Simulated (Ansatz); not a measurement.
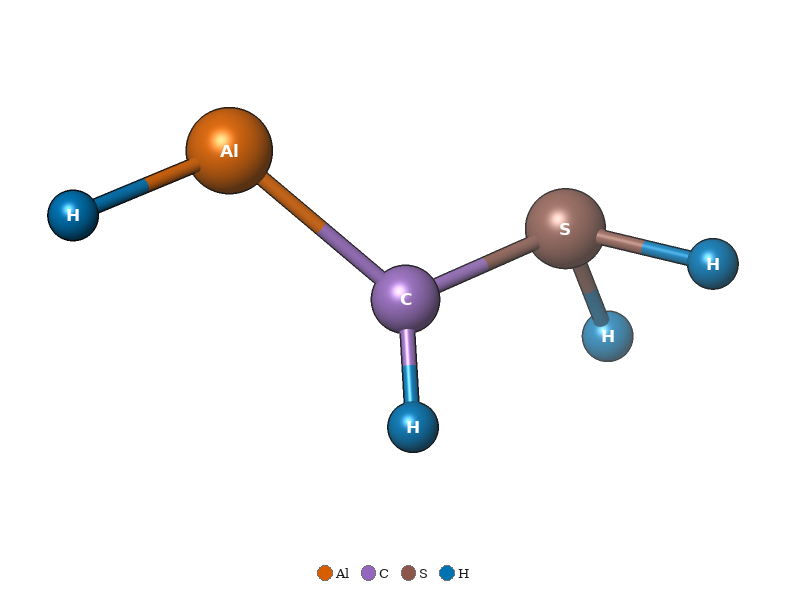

Depth is shown by fading: the farther an atom, the more it takes the colour of the background. The species is neutral and a spin doublet. The geometry was computed by an optimisation with PBE0-D4/def2-TZVP. No frequency run is at hand to confirm it as a minimum.

Question: List the symmetry elements and name the point group.

Answer: It has 1 mirror plane, so the point group is Cs. The group has 2 operations. The geometry is achiral, and symmetry allows a dipole moment.
